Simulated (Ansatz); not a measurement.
**B₂S (singlet): correlated methods under varied settings**

What do other methods and options give for B₂S (singlet) at this geometry, and how long do they take?

Program: Ansatz 0.2.0, Gaussian basis. Level of theory: the settings change from run to run. These are calculated values, not measurements.

27 further runs of the same task are left out: 13 that didn't finish, 14 set aside as unsound or not needed.

## (1) The system

The geometry is a PBE0/def2-TZVP stationary point (not a proven minimum) of the parent state, kept for this charge and spin.

3 atoms, charge 0, spin multiplicity 1.

Atoms are counted from 1 here; the program's logs count them from 0.

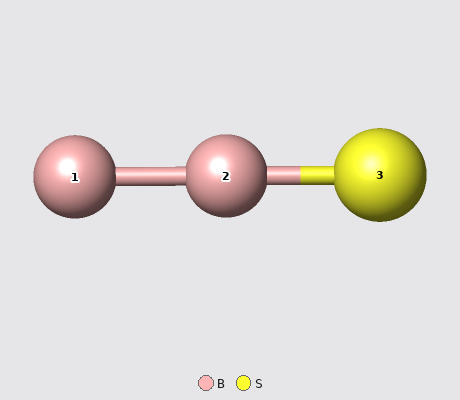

The geometry (boron pink, sulfur yellow); atoms are numbered from 1 in the order of the file.

## (2) NEVPT4(SD)(6,7)/STO-3G

File in.yaml:

```yaml
crystal:
  periodic: [false, false, false]
  atoms:
    - {symbol: B, position_ang: [0.000000, 0.000000, 1.601001]}
    - {symbol: B, position_ang: [0.000000, 0.000000, 0.008300]}
    - {symbol: S, position_ang: [0.000000, 0.000000, -1.609301]}
basis:
  gaussian: {orbitals: STO-3G}
correlation: {method: fic_nevpt4_sd, electrons: valence, active_space: {window: {electrons: 6, orbitals: 7}}}
accuracy: high
```

Run with:

```console
ansatz run in.yaml --threads 1 --pin off --events-out ev --progress --plain --max-ram 2393MiB
```

The program printed:

```text
Functional definition: HF
  name "HF"
  cite "Fock, Z. Phys. 61, 126 (1930) doi:10.1007/BF01340294"
  parent pbe
  exchange = exact_x
  correlation = 0
324 factors; integrals over basis functions are off by at most 2.7e-8 eV
mean field evaluation 1: about -12017.1053 eV, gradient 2.5e1 eV
mean field evaluation 2: about -12017.1145 eV, gradient 2.5e1 eV
mean field evaluation 4: about -12019.9400 eV, gradient 2.3e0 eV
mean field evaluation 8: about -12019.9733 eV, gradient 2.6e-5 eV
mean field evaluation 16: about -12015.4520 eV, gradient 4.2e-2 eV
mean field evaluation 32: about -12015.4619 eV, gradient 3.4e-3 eV
mean field -12019.97331447 eV, -441.7258718764 hartree, gradient 4.3e-8 eV, S^2 0.000000; 3 other end points of the search recorded, 0 dependent functions left out; unrestricted orbitals would lower it
reference -12019.97331447 eV, -441.7258718764 hartree; 13, 13 occupied and 6, 6 virtual orbitals, 324 factors
state -12022.87239276 eV, -441.8324110383 hartree
state -12022.87239276 eV, -441.8324110383 hartree; corrected -12024.44935934 eV, -441.8903634911 hartree
state -12022.70167209 eV, -441.8261371696 hartree
state -12022.70167209 eV, -441.8261371696 hartree; corrected -12024.24429009 eV, -441.8828273355 hartree
state -12022.87239276 eV, -441.8324110383 hartree; corrected -12024.44935934 eV, -441.8903634911 hartree
the orbitals are reached from a further start. From the first start the search ends at -12022.70164886 eV, -441.8261363158 hartree
Total energy: -12024.44935934 eV, -441.8903634911 hartree
```

It took 13 s on 1 thread of AMD EPYC, shared host.

From the report: 317 determinants; active occupations 1.92, 1.92, 1.85, 0.11, 0.11, 0.05, 0.05.

## (3) CASCI(12,7)/6-31G

File in.yaml:

```yaml
crystal:
  periodic: [false, false, false]
  atoms:
    - {symbol: B, position_ang: [0.000000, 0.000000, 1.601001]}
    - {symbol: B, position_ang: [0.000000, 0.000000, 0.008300]}
    - {symbol: S, position_ang: [0.000000, 0.000000, -1.609301]}
basis:
  gaussian: {orbitals: 6-31G}
correlation: {active_space: {window: {electrons: 12, orbitals: 7}, fixed_orbitals: true}}
```

Same command.

The program printed, cut to the lines that bear on the results:

```text
Functional definition: HF
  name "HF"
  cite "Fock, Z. Phys. 61, 126 (1930) doi:10.1007/BF01340294"
  parent pbe
[...]
392 factors; integrals over basis functions are off by at most 1.4e-4 eV
[...]
mean field -12155.33299469 eV, -446.7002483744 hartree, gradient 1.4e-6 eV, S^2 0.000000; 3 other end points of the search recorded, 0 dependent functions left out
reference -12155.33299469 eV, -446.7002483744 hartree; 13, 13 occupied and 18, 18 virtual orbitals, 392 factors
state -12155.57578576 eV, -446.7091707816 hartree
WARN: the results are in doubt because the space or a class takes a part of the degenerate orbitals at -0.2030 eV
Total energy: -12155.57578576 eV, -446.7091707816 hartree
In doubt: the space or a class takes a part of the degenerate orbitals at -0.2030 eV
```

Run time: 1.8 s. Hardware: 1 thread of AMD EPYC, shared host.

From the report: 21 determinants; active occupations 2.00, 2.00, 2.00, 2.00, 1.99, 1.99, 0.03. The program marks this result as in doubt; its last lines say why.

## (4) MRCISD+Q(relaxed)(2,3)/6-31G

in.yaml: that of step 3 with these lines changed.

```diff
@@ -8,2 +8,2 @@
   gaussian: {orbitals: 6-31G}
-correlation: {active_space: {window: {electrons: 12, orbitals: 7}, fixed_orbitals: true}}
+correlation: {method: fic_mrcisd_q_relaxed, electrons: valence, active_space: {window: {electrons: 2, orbitals: 3}, states: [{multiplicity: 1, weights: [1, 0.5]}], root: 0}}
```

Launched as before.

The program printed, cut to the lines that bear on the results:

```text
Functional definition: HF
  name "HF"
  cite "Fock, Z. Phys. 61, 126 (1930) doi:10.1007/BF01340294"
  parent pbe
[...]
640 factors; integrals over basis functions are off by at most 8.6e-8 eV
[...]
mean field -12155.33308510 eV, -446.7002516967 hartree, gradient 1.4e-6 eV, S^2 0.000000; 3 other end points of the search recorded, 0 dependent functions left out; unrestricted orbitals would lower it
reference -12155.33308510 eV, -446.7002516967 hartree; 13, 13 occupied and 18, 18 virtual orbitals, 640 factors
state -12155.80542407 eV, -446.7176098338 hartree
state -12153.93507702 eV, -446.6488758473 hartree
contracted CI cycle   1: correlation 0.00000000 eV, 0.0000000000 hartree, residual 1.36e1 eV
contracted CI cycle   2: correlation -3.70207919 eV, -0.1360489007 hartree, residual 3.05e0 eV
contracted CI cycle   3: correlation -3.96891593 eV, -0.1458549702 hartree, residual 1.19e0 eV
[...]
contracted CI cycle   3: correlation -4.16118717 eV, -0.1529208079 hartree, residual 1.33e0 eV
contracted CI cycle   4: correlation -4.22163362 eV, -0.1551421741 hartree, residual 4.78e-1 eV
contracted CI cycle   5: correlation -4.22960891 eV, -0.1554352604 hartree, residual 1.94e-1 eV
contracted CI cycle   6: correlation -4.23071156 eV, -0.1554757822 hartree, residual 8.39e-2 eV
contracted CI cycle   7: correlation -4.23092168 eV, -0.1554835038 hartree, residual 3.38e-2 eV
contracted CI cycle   8: correlation -4.23096088 eV, -0.1554849445 hartree, residual 1.54e-2 eV
contracted CI cycle   9: correlation -4.23096789 eV, -0.1554852021 hartree, residual 6.69e-3 eV
contracted CI cycle  10: correlation -4.23096928 eV, -0.1554852533 hartree, residual 2.63e-3 eV
contracted CI cycle  11: correlation -4.23096951 eV, -0.1554852617 hartree, residual 1.10e-3 eV
state -12153.93507702 eV, -446.6488758473 hartree; corrected -12158.83378795 eV, -446.8289001535 hartree
Total energy: -12160.29729234 eV, -446.8826829481 hartree
```

Wall time 9 s (1 thread of AMD EPYC, shared host).

From the report: 9 determinants; active occupations (of the averaged states) 1.56, 0.38, 0.06.

## (5) CCSD on RHF/6-31G*

File in.yaml:

```yaml
crystal:
  periodic: [false, false, false]
  atoms:
    - {symbol: B, position_ang: [0.000000, 0.000000, 1.601001]}
    - {symbol: B, position_ang: [0.000000, 0.000000, 0.008300]}
    - {symbol: S, position_ang: [0.000000, 0.000000, -1.609301]}
basis:
  gaussian: {orbitals: "6-31G*"}
magnetization: {spin_polarized: false}
correlation: {method: ccsd, electrons: outside_noble_gas}
accuracy: high
```

The command is unchanged.

The program printed, cut to the lines that bear on the results:

```text
Functional definition: HF
  name "HF"
  cite "Fock, Z. Phys. 61, 126 (1930) doi:10.1007/BF01340294"
  parent pbe
[...]
872 factors; integrals over basis functions are off by at most 3.8e-9 eV
[...]
mean field -12156.52261716 eV, -446.7439661936 hartree, gradient 2.5e-8 eV, S^2 0.000000; 4 other end points of the search recorded, 0 dependent functions left out; unrestricted orbitals would lower it
determinant -12156.52261716 eV, -446.7439661936 hartree, with singles and doubles -12164.34926746 eV, -447.0315902870 hartree
determinant -12152.66535996 eV, -446.6022146061 hartree, with singles and doubles -12160.29821919 eV, -446.8827170091 hartree
7 core orbitals not correlated: weight in the atoms' cores, before any rotation towards them, 1.000 or more for the frozen orbitals, at most 0.000 for the correlated occupied ones
reference -12156.52261716 eV, -446.7439661936 hartree; 6, 6 occupied and 36, 36 virtual orbitals, 872 factors
second order -6.80027512 eV of doubles, -0.00000000 eV of singles
cycle   1  -7.82890495 eV  change   -2.3e-3 eV  update   2.5e-3
[...]
cycle  23  -7.83091457 eV  change   2.8e-10 eV  update  2.4e-10
Total energy: -12164.35353173 eV, -447.0317469960 hartree
```

Wall time 10 s (1 thread of AMD EPYC, shared host).

From the report: correlation -7.8309 eV; T1 0.028; largest double amplitude 0.10.

## (6) CCSD on RHF/def2-mTZVP

in.yaml: that of step 5 with these lines changed.

```diff
@@ -7,5 +7,4 @@
 basis:
-  gaussian: {orbitals: "6-31G*"}
+  gaussian: {orbitals: def2-mTZVP}
 magnetization: {spin_polarized: false}
 correlation: {method: ccsd, electrons: outside_noble_gas}
-accuracy: high
```

Same command.

The program printed, cut to the lines that bear on the results:

```text
Functional definition: HF
  name "HF"
  cite "Fock, Z. Phys. 61, 126 (1930) doi:10.1007/BF01340294"
  parent pbe
[...]
544 factors; integrals over basis functions are off by at most 1.0e-3 eV
[...]
mean field -12157.56520661 eV, -446.7822806491 hartree, gradient 2.3e-6 eV, S^2 0.000000; 0 other end points of the search recorded, 0 dependent functions left out; unrestricted orbitals would lower it
7 core orbitals not correlated: weight in the atoms' cores, before any rotation towards them, 1.000 or more for the frozen orbitals, at most 0.000 for the correlated occupied ones
reference -12157.56520661 eV, -446.7822806491 hartree; 6, 6 occupied and 47, 47 virtual orbitals, 544 factors
second order -7.05181852 eV of doubles, -0.00000000 eV of singles
cycle   1  -7.46807220 eV  change   -4.2e-1 eV  update   1.2e-1
[...]
cycle  13  -8.01008109 eV  change   -7.2e-6 eV  update   2.6e-6
Total energy: -12165.57528770 eV, -447.0766456997 hartree
```

Wall time 5.5 s (1 thread of AMD EPYC, shared host).

From the report: correlation -8.0101 eV; T1 0.027; largest double amplitude 0.10.

## (7) BCCD(T) on RHF/cc-pVDZ

in.yaml: that of step 6 with these lines changed.

```diff
@@ -7,4 +7,6 @@
 basis:
-  gaussian: {orbitals: def2-mTZVP}
+  gaussian: {orbitals: cc-pVDZ, point_charges: [{charge: -1.00, position_ang: [3.421, -0.052, -0.609]}]}
 magnetization: {spin_polarized: false}
-correlation: {method: ccsd, electrons: outside_noble_gas}
+correlation: {method: bccd_t, electrons: valence}
+scf: {lower_state_search: full}
+output: {forces: true}
```

Same command.

The program printed, cut to the lines that bear on the results:

```text
Functional definition: HF
  name "HF"
  cite "Fock, Z. Phys. 61, 126 (1930) doi:10.1007/BF01340294"
  parent pbe
[...]
458 factors; integrals over basis functions are off by at most 1.3e-3 eV
[...]
mean field -12157.66463878 eV, -446.7859347141 hartree, gradient 2.8e-6 eV, S^2 0.000000; 0 other end points of the search recorded, 0 dependent functions left out; unrestricted orbitals would lower it
7 core orbitals not correlated: weight in the atoms' cores, before any rotation towards them, 1.000 or more for the frozen orbitals, at most 0.000 for the correlated occupied ones
reference -12157.66463878 eV, -446.7859347141 hartree; 6, 6 occupied and 33, 33 virtual orbitals, 458 factors
second order -6.87362323 eV of doubles, -0.00000000 eV of singles
cycle   1  -7.33500575 eV  change   -4.6e-1 eV  update   1.2e-1
[...]
cycle  16  -7.83377645 eV  change    1.7e-6 eV  update   1.7e-6
perturbative correction -0.43044921 eV, -0.0158187167 hartree
[...]
Total energy: -12165.92886444 eV, -447.0896394055 hartree
Atom 0 at     0.000000     0.000000     1.601001 Å, force    -0.028204     0.000429     3.645716 eV/Å
Atom 1 at     0.000000     0.000000     0.008300 Å, force     0.344611    -0.005238    -2.984500 eV/Å
Atom 2 at     0.000000     0.000000    -1.609301 Å, force    -0.074960     0.001139    -0.727097 eV/Å
Dipole moment:     0.273861    -0.004163    -0.431635 e Å
```

Run time: 7.5 s. Hardware: 1 thread of AMD EPYC, shared host.

From the report: correlation -8.2642 eV; largest double amplitude 0.09.

## (8) CASSCF(6,5)/cc-pVDZ

File in.yaml:

```yaml
crystal:
  periodic: [false, false, false]
  atoms:
    - {symbol: B, position_ang: [0.000000, 0.000000, 1.601001]}
    - {symbol: B, position_ang: [0.000000, 0.000000, 0.008300]}
    - {symbol: S, position_ang: [0.000000, 0.000000, -1.609301]}
basis:
  gaussian: {orbitals: cc-pVDZ}
correlation: {active_space: {window: {electrons: 6, orbitals: 5}}}
scf: {lower_state_search: light}
```

Launched as before.

The program printed:

```text
Functional definition: HF
  name "HF"
  cite "Fock, Z. Phys. 61, 126 (1930) doi:10.1007/BF01340294"
  parent pbe
  exchange = exact_x
  correlation = 0
458 factors; integrals over basis functions are off by at most 1.3e-3 eV
mean field evaluation 1: about -12155.9967 eV, gradient 1.6e1 eV
mean field evaluation 2: about -12155.9996 eV, gradient 1.6e1 eV
mean field evaluation 4: about -12157.2700 eV, gradient 2.9e0 eV
mean field evaluation 8: about -12157.3173 eV, gradient 1.5e-4 eV
mean field -12157.31731535 eV, -446.7731708134 hartree, gradient 2.1e-6 eV, S^2 0.000000; 0 other end points of the search recorded, 0 dependent functions left out
reference -12157.31731535 eV, -446.7731708134 hartree; 13, 13 occupied and 33, 33 virtual orbitals, 458 factors
state -12158.67736433 eV, -446.8231516915 hartree
Total energy: -12158.67736433 eV, -446.8231516915 hartree
```

Wall time 3.7 s (1 thread of AMD EPYC, shared host).

From the report: 100 determinants; active occupations 1.99, 1.94, 1.94, 0.06, 0.06.

## (9) BCCD on RHF/6-31++G**

in.yaml: that of step 8 with these lines changed.

```diff
@@ -7,4 +7,5 @@
 basis:
-  gaussian: {orbitals: cc-pVDZ}
-correlation: {active_space: {window: {electrons: 6, orbitals: 5}}}
-scf: {lower_state_search: light}
+  gaussian: {orbitals: "6-31++G**"}
+magnetization: {spin_polarized: false}
+correlation: {method: bccd, electrons: outside_noble_gas, diis_vectors: 12}
+output: {forces: true}
```

Launched as before.

The program printed, cut to the lines that bear on the results:

```text
Functional definition: HF
  name "HF"
  cite "Fock, Z. Phys. 61, 126 (1930) doi:10.1007/BF01340294"
  parent pbe
[...]
524 factors; integrals over basis functions are off by at most 1.1e-3 eV
[...]
mean field -12156.70253974 eV, -446.7505782265 hartree, gradient 3.0e-6 eV, S^2 0.000000; 0 other end points of the search recorded, 0 dependent functions left out; unrestricted orbitals would lower it
7 core orbitals not correlated: weight in the atoms' cores, before any rotation towards them, 1.000 or more for the frozen orbitals, at most 0.000 for the correlated occupied ones
reference -12156.70253974 eV, -446.7505782265 hartree; 6, 6 occupied and 48, 48 virtual orbitals, 524 factors
second order -6.86040671 eV of doubles, -0.00000000 eV of singles
cycle   1  -7.30473631 eV  change   -4.4e-1 eV  update   1.3e-1
[...]
cycle  13  -7.82430215 eV  change   -1.9e-6 eV  update   1.6e-6
[...]
Total energy: -12164.52684189 eV, -447.0381160271 hartree
Atom 0 at     0.000000     0.000000     1.601001 Å, force    -0.000000     0.000000     3.441207 eV/Å
Atom 1 at     0.000000     0.000000     0.008300 Å, force     0.000000     0.000000    -3.963916 eV/Å
Atom 2 at     0.000000     0.000000    -1.609301 Å, force    -0.000000     0.000000     0.522709 eV/Å
Dipole moment:     0.000000     0.000000    -0.294982 e Å
```

It took 11 s on 1 thread of AMD EPYC, shared host.

From the report: correlation -7.8243 eV; largest double amplitude 0.09.

## (10) MP2 on RHF/def2-mTZVP

File in.yaml:

```yaml
crystal:
  periodic: [false, false, false]
  atoms:
    - {symbol: B, position_ang: [0.000000, 0.000000, 1.601001]}
    - {symbol: B, position_ang: [0.000000, 0.000000, 0.008300]}
    - {symbol: S, position_ang: [0.000000, 0.000000, -1.609301]}
basis:
  gaussian: {orbitals: def2-mTZVP}
magnetization: {spin_polarized: false}
correlation: {method: mp2, electrons: outside_noble_gas}
accuracy: high
scf: {lower_state_search: off}
```

The command is unchanged.

The program printed, cut to the lines that bear on the results:

```text
Functional definition: HF
  name "HF"
  cite "Fock, Z. Phys. 61, 126 (1930) doi:10.1007/BF01340294"
  parent pbe
[...]
1040 factors; integrals over basis functions are off by at most 4.0e-9 eV
[...]
mean field -12157.56521728 eV, -446.7822810413 hartree, gradient 2.6e-8 eV, S^2 0.000000; 0 other end points of the search recorded, 0 dependent functions left out
7 core orbitals not correlated: weight in the atoms' cores, before any rotation towards them, 1.000 or more for the frozen orbitals, at most 0.000 for the correlated occupied ones
reference -12157.56521728 eV, -446.7822810413 hartree; 6, 6 occupied and 47, 47 virtual orbitals, 1040 factors
second order -7.05182677 eV of doubles, -0.00000000 eV of singles
Total energy: -12164.61704405 eV, -447.0414308951 hartree
Checks for a lower state left out: stability, starts, cluster_reference, orbital_swaps, neighbouring_geometries, increment
```

Wall time 2.5 s (1 thread of AMD EPYC, shared host).

## (11) The runs in one table

Where basis and cores are those of an earlier RCCSDT(Q)/cc-pVDZ run (-12165.6772 eV), and the state is the same kind, the miss against it is given. † marks a result that the program doubts.

| level | correlated | functions | energy (eV) | from RCCSDT(Q) (meV) | time |
| --- | --- | --- | --- | --- | --- |
| NEVPT4(SD)(6,7)/STO-3G | valence | 19 | -12024.4494 |  | 13 s |
| CASCI(12,7)/6-31G † |  | 31 | -12155.5758 |  | 1.8 s |
| MRCISD+Q(relaxed)(2,3)/6-31G (lowest root of an average) | valence | 31 | -12160.2973 |  | 9 s |
| CCSD on RHF/6-31G* | outside noble gas | 49 | -12164.3535 |  | 10 s |
| CCSD on RHF/def2-mTZVP | outside noble gas | 60 | -12165.5753 |  | 5.5 s |
| BCCD(T) on RHF/cc-pVDZ (beside a point charge) | valence | 46 | -12165.9289 |  | 7.5 s |
| CASSCF(6,5)/cc-pVDZ |  | 46 | -12158.6774 | 6999.9 | 3.7 s |
| BCCD on RHF/6-31++G** | outside noble gas | 61 | -12164.5268 |  | 11 s |
| MP2 on RHF/def2-mTZVP | outside noble gas | 60 | -12164.6170 |  | 2.5 s |

## (12) What came out

| quantity | value |
| --- | --- |
| runs | 9 |
| quickest | CASCI(12,7)/6-31G †, 1.8 s |
| slowest | NEVPT4(SD)(6,7)/STO-3G, 13 s |

In words: Total energies in different bases, with other cores or another treatment of relativity can't be set against each other. NEVPT4(SD)(6,7)/STO-3G took 7 times as long as CASCI(12,7)/6-31G †; the jobs differ in more than the method. Hartree-Fock, CASSCF and CASCI lack dynamic correlation by design.
